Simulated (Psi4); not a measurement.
# UM06-2X/def2-SVP (sweep point 8) run of BHSCl (SMILES S[B]Cl)

Aim: the vertical doublet–quartet gap of BHSCl at UM06-2X/def2-SVP (sweep point 8), from 2 runs. The job is set up through a Python script.

The results are computed with Psi4 1.11.

2 further runs of the same task are left out: 2 set aside as unsound or not needed.

## (1) The structure to begin with

BHSCl has 4 atoms, charge 0, and is taken as a doublet. As SMILES, `S[B]Cl`. Geometry: relaxed at PBE0-D4/def2-TZVP.

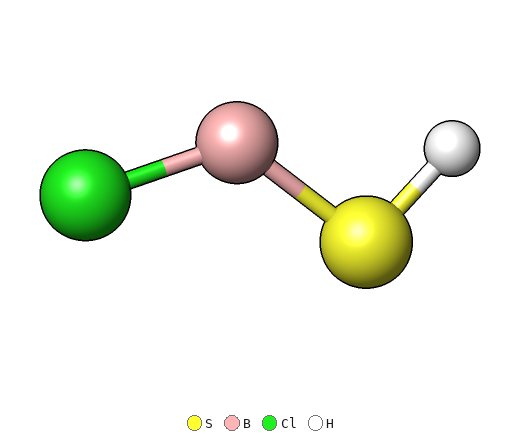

Viewed from a chosen angle; sulfur yellow, boron pink, chlorine green, hydrogen white.

## (2) A single-point energy at UM06-2X/def2-SVP (sweep point 8)

Input file run.py:

```python
import psi4

psi4.set_memory(1600000000)
psi4.set_num_threads(1)
psi4.core.set_output_file('output.dat', False)

molecule = psi4.geometry("""
0 2
S      1.07034088    -1.49118288     1.00420046
B     -0.56616195     0.89894272    -0.65346729
Cl    -3.80609739     1.16407129    -0.80747997
H      3.40698723    -0.68578161     0.41838536
units au
symmetry c1
""")

options = {'basis': 'def2-SVP', 'reference': 'uks', 'puream': True, 'scf_type': 'pk', 'dft_radial_points': 99, 'dft_spherical_points': 590, 'maxiter': 150}
psi4.set_options(options)

e = psi4.energy('m06-2x')
print(f'm06-2x energy: {e:.10f} Eh')
```

The run is started by

```sh
$ python run.py
```

output.dat:

```text
[...]
  Running in c1 symmetry.
[...]
  Nuclear repulsion =  106.345080281420010
[...]
  Multiplicity = 2
[...]
  Nalpha       = 20
  Nbeta        = 19
[...]
    Number of basis functions: 55
[...]
   @UKS iter   1:  -883.47847888205774   -1.39835e-01   3.82015e-03 DIIS/ADIIS
[...]
   @UKS iter  10:  -883.50961702819836   -1.05539e-08   2.38648e-07 DIIS
[...]
   @S^2 Observed:                7.558506747E-01
[...]
    Orbital Energies [Eh]
    ---------------------
    Alpha Occupied:
       1A   -102.651350     2A    -89.921882     3A     -9.822225
       4A     -8.287709     5A     -7.547651     6A     -7.543713
       7A     -7.543651     8A     -7.142846     9A     -6.210161
      10A     -6.208675    11A     -6.205581    12A     -0.951882
      13A     -0.848825    14A     -0.571472    15A     -0.497180
      16A     -0.448936    17A     -0.433133    18A     -0.417544
      19A     -0.348174    20A     -0.255155
    Alpha Virtual:
      21A     -0.014467    22A      0.059976    23A      0.155122
      24A      0.181410    25A      0.214158    26A      0.287352
[...]
  @UKS Final Energy:  -883.50961702819836
   => Energetics <=
    Nuclear Repulsion Energy =            106.3450802814200102
    One-Electron Energy =               -1429.9610391173146127
    Two-Electron Energy =                 467.7514627418402711
    DFT Exchange-Correlation Energy =     -27.6451209341440673
    Empirical Dispersion Energy =           0.0000000000000000
    VV10 Nonlocal Energy =                  0.0000000000000000
    Total Energy =                       -883.5096170281984769
[...]
 Multipole Moments:
 ------------------------------------------------------------------------------------
     Multipole            Electronic (a.u.)      Nuclear  (a.u.)        Total (a.u.)
 ------------------------------------------------------------------------------------
 L = 1.  Multiply by 2.5417464519 to convert [e a0] to [Debye]
 Dipole X            :         -2.7627833            3.2177625            0.4549791
 Dipole Y            :          1.2807194           -1.3650286           -0.0843093
 Dipole Z            :         -0.8702040            0.9249063            0.0547023
 Magnitude           :                                                    0.4659468
[...]
```

Standard output:

```text
m06-2x energy: -883.5096170282 Eh
```

Wall time 8.1 s (1 thread of AMD EPYC 9R45 (Zen 5), shared host); peak memory 0.94 GiB.

## (3) The quartet, same level

run.py: that of step 2 with these lines changed.

```diff
@@ -2,8 +2,8 @@
 
-psi4.set_memory(1600000000)
+psi4.set_memory('1600 MB')
 psi4.set_num_threads(1)
-psi4.core.set_output_file('output.dat', False)
+psi4.set_output_file('run.log', False)
 
-molecule = psi4.geometry("""
-0 2
+geom = psi4.geometry("""
+0 4
 S      1.07034088    -1.49118288     1.00420046
```

The run is started by

```sh
$ python run.py
```

run.log:

```text
[...]
  Running in c1 symmetry.
[...]
  Nuclear repulsion =  106.345080281420010
[...]
  Multiplicity = 4
[...]
  Nalpha       = 21
  Nbeta        = 18
[...]
    Number of basis functions: 55
[...]
   @UKS iter   1:  -883.24811159511751    9.05324e-02   5.27491e-03 ADIIS/DIIS
[...]
   @UKS iter  10:  -883.31743866040404   -4.51731e-08   8.87666e-07 DIIS
[...]
   @S^2 Observed:                3.758406979E+00
[...]
    Orbital Energies [Eh]
    ---------------------
    Alpha Occupied:
       1A   -102.615900     2A    -90.021787     3A     -9.785167
       4A     -8.381963     5A     -7.510040     6A     -7.509467
       7A     -7.507044     8A     -7.052252     9A     -6.314475
      10A     -6.302254    11A     -6.299482    12A     -0.940162
      13A     -0.905260    14A     -0.596739    15A     -0.523181
      16A     -0.471979    17A     -0.469078    18A     -0.394403
      19A     -0.391057    20A     -0.229026    21A     -0.153077
    Alpha Virtual:
      22A      0.017372    23A      0.144240    24A      0.179936
      25A      0.217124    26A      0.307043    27A      0.337289
[...]
  @UKS Final Energy:  -883.31743866040404
   => Energetics <=
    Nuclear Repulsion Energy =            106.3450802814200102
    One-Electron Energy =               -1429.3218174913079110
    Two-Electron Energy =                 467.3000909017856657
    DFT Exchange-Correlation Energy =     -27.6407923523017551
    Empirical Dispersion Energy =           0.0000000000000000
    VV10 Nonlocal Energy =                  0.0000000000000000
    Total Energy =                       -883.3174386604040365
[...]
 Multipole Moments:
 ------------------------------------------------------------------------------------
     Multipole            Electronic (a.u.)      Nuclear  (a.u.)        Total (a.u.)
 ------------------------------------------------------------------------------------
 L = 1.  Multiply by 2.5417464519 to convert [e a0] to [Debye]
 Dipole X            :         -1.9675703            3.2177625            1.2501922
 Dipole Y            :          0.2901085           -1.3650286           -1.0749201
 Dipole Z            :         -0.1841698            0.9249063            0.7407365
 Magnitude           :                                                    1.8075188
[...]
```

Standard output:

```text
m06-2x energy: -883.3174386604 Eh
```

It took 8.1 s on 1 thread of AMD EPYC 9R45 (Zen 5), shared host; peak memory 0.94 GiB.

## (4) What came out

At UM06-2X/def2-SVP (sweep point 8):

```
                                        quantity          value
                           doublet: total energy  -883.50962 Eh
                          doublet: dipole moment         1.18 D
     doublet: HOMO energy (highest over α and β)       -6.94 eV
      doublet: LUMO energy (lowest over α and β)       -1.00 eV
                                   doublet: ⟨S²⟩          0.756
                           quartet: total energy  -883.31744 Eh
                          quartet: dipole moment         4.59 D
     quartet: HOMO energy (highest over α and β)       -4.17 eV
                                   quartet: ⟨S²⟩          3.758
vertical energy of the quartet above the doublet       5.229 eV
```

What this shows: At this shape the quartet lies 5.23 eV (121 kcal/mol) above the doublet.
